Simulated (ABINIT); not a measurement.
# Quasiparticle gap of BN (P6_3mc) in ABINIT, part 3 of 3

Wanted: ground state, empty states, screening and self-energy for BN (P6_3mc).

ABINIT 10.8.3; LDA and many-body steps on it, plane waves. Known limits of the many-body steps: not at the basis limit; coarse k mesh.

So far. Step 4 (Empty states on the mesh, 6×6×4 mesh, 128 bands): On this mesh the gap is 5.052 eV. Step 5 (Screening, 6×6×4 mesh, 120 bands, screening to 244.9 eV): Local fields lower ε∞ by 7 %. On a Γ-centred mesh this coarse the value itself is usually too large, while a short band sum pulls it down.

The database entry behind the starting cell has ideal inner coordinates that were not refined, so it need not match the best structure at ambient conditions.

## Step 6: Self-energy, 6×6×4 mesh, 120 bands, screening to 244.9 eV

The self-energy is evaluated for the states that the input lists, and the levels follow from it, in one-shot runs by the linearised quasiparticle equation.

This step: G0W0 on LDA, plane waves, norm-conserving pseudopotentials.

File run.abi:

```
acell 3*1.0 Angstrom
rprim 
  2.536000000002 -0.000000000000 0.000000000000
  -1.268000000000 2.196240423999 0.000000000000
  0.000000000000 0.000000000000 4.199000000000
ntypat 2
znucl 5 7
natom 4
typat 1 1 2 2
xred 
  0.666666666667 0.333333333333 0.000000000000
  0.333333333333 0.666666666667 0.500000000000
  0.666666666667 0.333333333333 0.375000000000
  0.333333333333 0.666666666667 0.875000000000
pp_dirpath "pseudos"
pseudos "B.upf, N.upf"
ecut 36
ngkpt 6 6 4
nshiftk 1
shiftk 0 0 0
kptopt 1
chksymbreak 0
istwfk *1
occopt 1
irdwfk 1
optdriver 4
nband 120
gwcalctyp 0
ecutsigx 36
symsigma 1
nkptgw 6
kptgw 
  0.0000000000 0.0000000000 0.0000000000
  0.3333333333 0.3333333333 0.0000000000
  0.1666666667 0.0000000000 0.0000000000
  0.5000000000 0.0000000000 0.0000000000
  0.0000000000 0.0000000000 0.5000000000
  0.5000000000 0.0000000000 0.5000000000
bdgw 
  7 10
  7 11
  7 10
  7 10
  5 10
  7 10
ecuteps 9
irdscr 1
ppmodel 1
indata_prefix "in"
outdata_prefix "out"
tmpdata_prefix "tmp"
```

Launch:

```
OMP_NUM_THREADS=1 mpirun -n 4 abinit run.abi > log
```

Numbers of over 12 decimals in the logs are rounded to 6 here.

What it wrote:

```text
.Version 10.8.3 of ABINIT. v10.8.2 released Aug 2026.

 Symmetries : space group P6_3 m c (#186); Bravais hP (primitive hexag.)
[... echo of the input left out ...]
== DATASET  1 ==================================================================
-   mpi_nproc: 4, omp_nthreads: 1 (-1 if OMP is not activated)

--- !DatasetInfo
iteration_state: {dtset: 1, }
dimensions: {natom: 4, nkpt: 21, mband: 120, nsppol: 1, nspinor: 1, nspden: 1, mpw: 1677, }
cutoff_energies: {ecut:  36.0, pawecutdg:  -1.0, }
electrons: {nelect:   1.60000000E+01, charge:   0.00000000E+00, occopt:   1.00000000E+00, tsmear:   1.00000000E-02, }

 SIGMA: Calculation of the GW corrections

 Based on a program developped by R.W. Godby, V. Olevano, G. Onida, and L. Reining.
 Incorporated in ABINIT by V. Olevano, G.-M. Rignanese, and M. Torrent.
.Using double precision arithmetic ; gwpc =  8

[... cell and pseudopotentials left out ...]
--------------------------------------------------------------------------------

 ==== K-mesh for the wavefunctions ====
 Number of points in the irreducible wedge :    21
[... list of points left out ...]
 Together with 12 symmetry operations and time-reversal symmetry
 yields   144 points in the full Brillouin Zone.

 ==== Q-mesh for screening function ====
 Number of points in the irreducible wedge :    21
[... list of points left out ...]
 Together with 12 symmetry operations and time-reversal symmetry
 yields   144 points in the full Brillouin Zone.

 vcoul_init : cutoff-mode = AUXILIARY_FUNCTION
 q-points for optical limit:   1
     1)      0.000010    0.000020    0.000030
 setmesh: FFT mesh size selected  =    27x   27x   48
          total number of points  =        34992

 Number of electrons calculated from density =   16.0000; Expected =   16.0000
 average of density, n =  0.101379
 r_s =    1.3304
 omega_plasma =   30.7135 [eV]

 === KS Band Gaps ===
  >>>> For spin  1
   Minimum direct gap =   8.3337 [eV], located at k-point      :   0.1667  0.0000  0.0000
   Fundamental gap    =   5.0516 [eV], Top of valence bands at :   0.0000  0.0000  0.0000
                                       Bottom of conduction at :   0.3333  0.3333  0.0000
 SIGMA fundamental parameters:
 PLASMON POLE MODEL  1
 number of plane-waves for SigmaX                 1677
 number of plane-waves for SigmaC and W            209
 number of plane-waves for wavefunctions          1677
 number of bands                                   120
 number of independent spin polarizations            1
 number of spinorial components                      1
 number of k-points in IBZ                          21
 number of q-points in IBZ                          21
 number of symmetry operations                      12
 number of k-points in BZ                          144
 number of q-points in BZ                          144
 number of frequencies for dSigma/dE                 9
 frequency step for dSigma/dE [eV]                0.25
 number of omega for Sigma on real axis              0
 max omega for Sigma on real axis  [eV]           0.00
 zcut for avoiding poles [eV]                     0.10

 EPSILON^-1 parameters (SCR file):
 dimension of the eps^-1 matrix on file            209
 dimension of the eps^-1 matrix used               209
 number of plane-waves for wavefunctions          1677
 number of bands                                   120
 number of q-points in IBZ                          21
 number of frequencies                               2
 number of real frequencies                          1
 number of imag frequencies                          1

 matrix elements of self-energy operator (all in [eV])

 Perturbative Calculation

--- !SelfEnergy_ee
iteration_state: {dtset: 1, }
kpoint     : [   0.000,    0.000,    0.000, ]
spin       : 1
KS_gap     :    8.372
QP_gap     :   10.501
Delta_QP_KS:    2.129
data: !SigmaeeData |
     Band     E0 <VxcDFT>   SigX SigC(E0)      Z dSigC/dE  Sig(E)    E-E0       E
        7   8.288 -18.494 -22.214   2.624   0.826  -0.211 -19.399  -0.906   7.383
        8   8.288 -18.494 -22.214   2.624   0.826  -0.211 -19.399  -0.906   7.383
        9  16.661 -13.646  -6.988  -5.207   0.843  -0.186 -12.422   1.223  17.884
       10  16.661 -13.646  -6.988  -5.207   0.843  -0.186 -12.422   1.223  17.884

--- !SelfEnergy_ee
iteration_state: {dtset: 1, }
kpoint     : [   0.333,    0.333,    0.000, ]
spin       : 1
KS_gap     :   10.505
QP_gap     :   12.877
Delta_QP_KS:    2.372
data: !SigmaeeData |
     Band     E0 <VxcDFT>   SigX SigC(E0)      Z dSigC/dE  Sig(E)    E-E0       E
        7   2.835 -16.145 -21.465   3.614   0.817  -0.225 -17.538  -1.392   1.443
        8   2.835 -16.145 -21.465   3.614   0.817  -0.225 -17.538  -1.392   1.443
        9  13.340 -12.199  -6.615  -4.442   0.858  -0.165 -11.219   0.980  14.320
       10  21.776 -15.769  -7.521  -6.408   0.817  -0.224 -14.266   1.504  23.279
       11  21.776 -15.769  -7.521  -6.408   0.817  -0.224 -14.266   1.504  23.279

--- !SelfEnergy_ee
iteration_state: {dtset: 1, }
kpoint     : [   0.167,    0.000,    0.000, ]
spin       : 1
KS_gap     :    8.334
QP_gap     :   10.359
Delta_QP_KS:    2.026
data: !SigmaeeData |
     Band     E0 <VxcDFT>   SigX SigC(E0)      Z dSigC/dE  Sig(E)    E-E0       E
        7   7.431 -17.921 -21.704   2.618   0.826  -0.210 -18.883  -0.962   6.469
[...]
--- !SelfEnergy_ee
iteration_state: {dtset: 1, }
kpoint     : [   0.500,    0.000,    0.000, ]
spin       : 1
KS_gap     :    8.910
QP_gap     :   10.912
Delta_QP_KS:    2.002
data: !SigmaeeData |
     Band     E0 <VxcDFT>   SigX SigC(E0)      Z dSigC/dE  Sig(E)    E-E0       E
[...]
--- !SelfEnergy_ee
iteration_state: {dtset: 1, }
kpoint     : [   0.000,    0.000,    0.500, ]
spin       : 1
KS_gap     :   10.818
QP_gap     :   12.932
Delta_QP_KS:    2.114
data: !SigmaeeData |
     Band     E0 <VxcDFT>   SigX SigC(E0)      Z dSigC/dE  Sig(E)    E-E0       E
[...]
10  17.920 -14.588  -7.868  -5.417   0.836  -0.196 -13.498   1.090  19.010

--- !SelfEnergy_ee
iteration_state: {dtset: 1, }
kpoint     : [   0.500,    0.000,    0.500, ]
spin       : 1
KS_gap     :   10.204
QP_gap     :   12.386
Delta_QP_KS:    2.181
data: !SigmaeeData |
     Band     E0 <VxcDFT>   SigX SigC(E0)      Z dSigC/dE  Sig(E)    E-E0       E
        7   4.692 -17.031 -21.806   3.277   0.820  -0.219 -18.260  -1.229   3.463
        8   4.692 -17.031 -21.806   3.277   0.820  -0.219 -18.260  -1.229   3.463
        9  14.896 -13.387  -7.448  -4.816   0.848  -0.179 -12.435   0.952  15.849
       10  14.896 -13.387  -7.448  -4.816   0.848  -0.179 -12.435   0.952  15.849

== END DATASET(S) ==============================================================
================================================================================

 -outvars: echo values of variables after computation  --------
           etotal      0.0000000000E+00
            nband         120
             nkpt          21
          spgroup         186
 [... the other variables as echoed above ...]

 Calculation completed.
```

It took 50 s on 4 MPI ranks of Arm Neoverse V2, shared host; peak memory 1 GiB; 3.3 min of CPU time.

This step gave:

```yaml
g0w0_gap_on_the_mesh: 6.937 eV
starting_gap_on_the_mesh: 5.052 eV
k_of_the_valence_top: 0, 0, 0
k_of_the_conduction_bottom: 0.3333, 0.3333, 0
z_at_the_valence_top: 0.826
z_at_the_conduction_bottom: 0.858
least_direct_g0w0_gap_on_the_computed_points: 10.36 eV
```

The gap on the mesh goes from 5.05 eV to 6.94 eV, a correction of +1.89 eV.

Limits: finite bands, cutoff and mesh; coarse k mesh. v1 is the top filled band, c1 the lowest empty one. Levels before and after the correction, in eV, zero at the valence-band top of each column:

```
           conduction bottom  valence top
Kohn-Sham               5.05         0.00
     G0W0               6.94         0.00
```

```
                           level  energy (eV)
Kohn-Sham                Γ v2-v1        0.000
Kohn-Sham                Γ c1-c2        8.372
Kohn-Sham  (0.333 0.333 0) v2-v1       -5.453
Kohn-Sham     (0.333 0.333 0) c1        5.052
Kohn-Sham  (0.333 0.333 0) c2-c3       13.487
     G0W0                Γ v2-v1        0.000
     G0W0                Γ c1-c2       10.501
     G0W0  (0.333 0.333 0) v2-v1       -5.940
     G0W0     (0.333 0.333 0) c1        6.937
     G0W0  (0.333 0.333 0) c2-c3       15.896
```

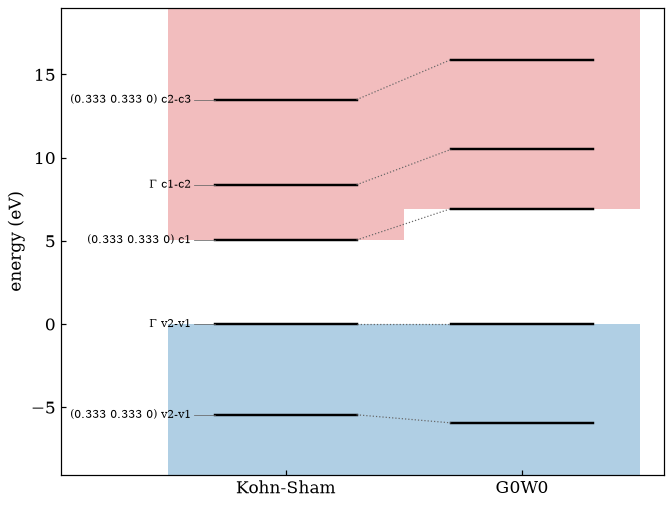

Levels before and after the correction. Shaded: valence and conduction bands.

## Step 7: Where the time went

Times are wall times on 4 MPI ranks of Arm Neoverse V2, shared host, good to a factor of about two.

```
                          step   time  share  memory (GiB)
                  ground state    8 s    5 %          0.27
bands along the symmetry lines  7.4 s    4 %          0.27
      empty states on the mesh   24 s   14 %          0.83
                     screening   85 s   49 %          0.91
                   self-energy   50 s   29 %           1.0
```

## Step 8: Outcome

| Quantity | Value |
| --- | --- |
| LDA gap | 5.05 eV, indirect |
| G0W0 gap on the mesh | 6.94 eV |
| GW settings | 6×6×4 mesh, 120 bands, screening to 244.9 eV, Godby-Needs plasmon pole |
| known limits | not at the basis limit; coarse k mesh |

What this shows: G0W0 moves the gap on the mesh from 5.05 eV to 6.94 eV (+1.89 eV), with Z of 0.83 and 0.86 at the edges. Local fields lower the RPA ε∞ on this mesh from 4.74 to 4.39; a Γ-centred mesh this coarse tends to raise both, most where the direct gap is narrow, while a short band sum lowers them. The dearest step here is «screening». Bands and cutoff are finite, so the gap is not at the basis limit. The miss can reach some tenths of an eV and take either sign; the mesh is an error of its own. The 6×6×4 mesh is coarse for this cell, which bears on the long-range parts of exchange and screening.

[Paths, hosts, dates, memory and timing lines, banners, echoed tables and standing remarks are left out of the program output.]

[Logs are printed without paths, hosts, clocks, repeated set-up lines and the standing remarks that a program may print on its own settings, such as how far it seeks lower states.]

[Runs of the session that timed out or met a known fault of the program may be left out.]

[Hosts, paths, dates, database ids (printed as entryN), source tags and the programs' standing remarks are cut or masked in the printed files.]

[G0W0 gaps are taken among the corrected bands and points alone; a level outside them can change the order at an edge.]

[Where Ansatz stands beside ABINIT at settings called matched, ABINIT's density can come from a denser mesh and the files from another edition; pairs whose starting gaps differed by over 0.03 eV were left out, so agreement reads better than it is.]
